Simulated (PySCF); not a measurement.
SMILES CC(C)(C)C[CH2][GeH3] (C6H16Ge), singlet at its GFN2-xTB optimised geometry (Å):

```
23

C     -0.2536    -2.2712     1.2126
C      0.2583    -1.4903     0.0000
C     -0.2360    -2.1803    -1.2764
C      1.7887    -1.4903     0.0000
C     -0.2918    -0.0522     0.0000
C      0.1000     0.8128     1.1933
Ge    -0.6877     2.6154     1.0544
H      0.0503    -3.3134     1.1422
H      0.1481    -1.8677     2.1387
H     -1.3400    -2.2346     1.2612
H      0.1268    -3.2048    -1.3220
H     -1.3234    -2.2019    -1.3046
H      0.1185    -1.6531    -2.1596
H      2.1630    -2.5048    -0.1198
H      2.1720    -0.8858    -0.8195
H      2.1819    -1.0969     0.9341
H     -1.3839    -0.1042    -0.0497
H      0.0470     0.4433    -0.9152
H     -0.2368     0.3551     2.1243
H      1.1846     0.9089     1.2556
H     -0.3104     3.4891     2.2095
H     -2.1819     2.5600     1.0106
H     -0.2460     3.3134    -0.1927
```

Level of theory: PBE0/def2-SVP run with PySCF. Cells within 0.4 Å of a nucleus heavier than hydrogen are left out (blank, or x).

Map of the electron localisation function on the plane z = 0.0 Å:

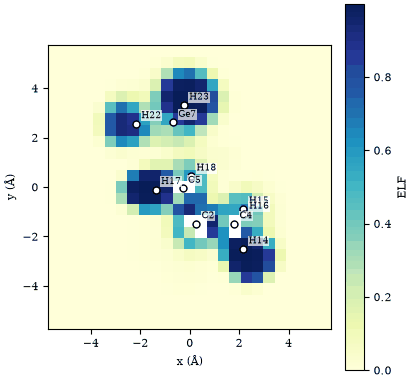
Fig. 1. Electron localisation function on the plane z = 0.0 Å.
